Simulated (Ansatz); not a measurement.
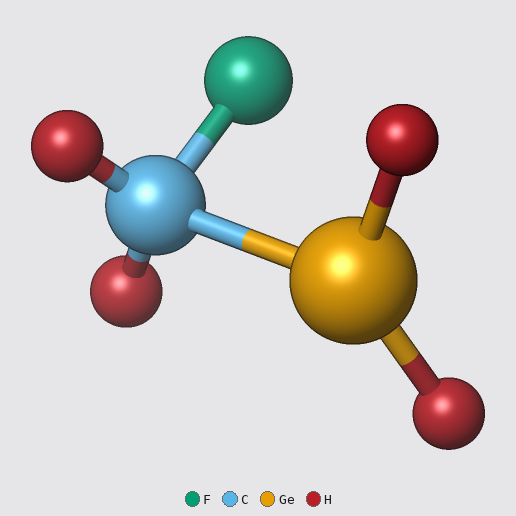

State: charge +1, singlet. Geometry: atoms displaced at random (about 0.1 Å) from a stationary point of GFN2-xTB. Method: RKS B3LYP-D4/def2-TZVPP (Ansatz 0.2.0).

Question: Give the dispersion correction at this level.

Answer: −12.8 kJ/mol.
